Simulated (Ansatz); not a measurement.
```
atom    x (Å)    y (Å)    z (Å)
   C  -0.5896   1.7002   1.5021
   C  -3.3331   0.7663  -0.3899
  Al  -1.6095   0.3406   0.4271
   B  -0.6625   0.9618   2.8254
   S  -0.7438  -1.6610   0.1224
   H  -1.6622   1.0389   3.5258
   H   0.2187   0.1896   3.1679
   H   0.3920   1.7828   0.9914
   H  -1.2327   2.5920   1.3546
   H  -3.7415  -0.0771  -0.9818
   H  -3.2588   1.6508  -1.0574
   H  -4.0739   1.0216   0.3982
   H   0.3245  -1.4162   0.9330
```

Geometry: PBE-D3(BJ)/def2-SVP.

Computed with isolated molecule in a Gaussian basis; Kohn-Sham density functional theory, functional PBE0 (Ansatz 0.2.0).

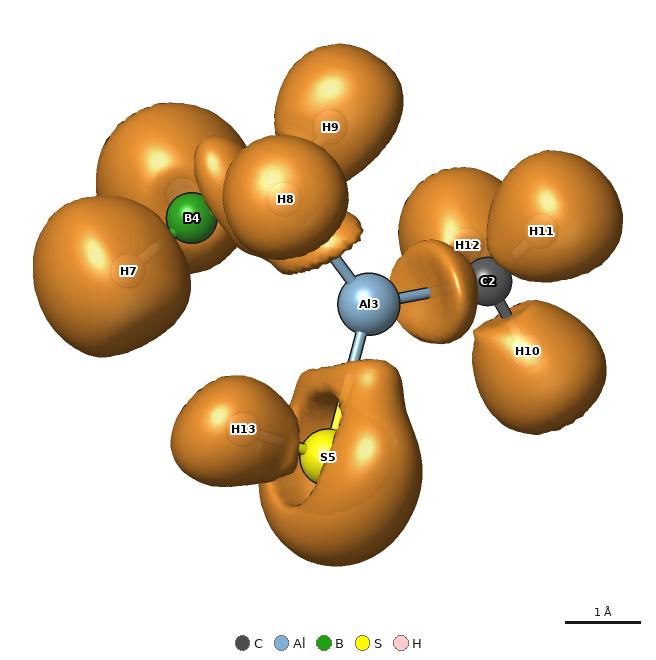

C2H8AlBS (SMILES B[CH2][Al]([CH3])[SH]). Isosurface of the ELF at 0.8 (orange), seen at a tilt. Only the valence region is drawn (cores and ρ < 0.01 e/Å³ removed).

Q: Identify the bonds, lone pairs and shells in this picture.

A: The surface consists of one region between bonded Al–C atoms (shared pairs), one region between bonded B–C atoms (shared pairs), eight regions around hydrogen nuclei and one region on S in which the atom's valence shell and bonds are merged.

Values along the shortest contacts:
C–B (1.52 Å): the ELF peaks at about 0.95 between the atoms: localised, covalent bonding. C–Al (1.95 Å): the ELF peaks at about 0.95 between the atoms: a shared but strongly polarised pair.
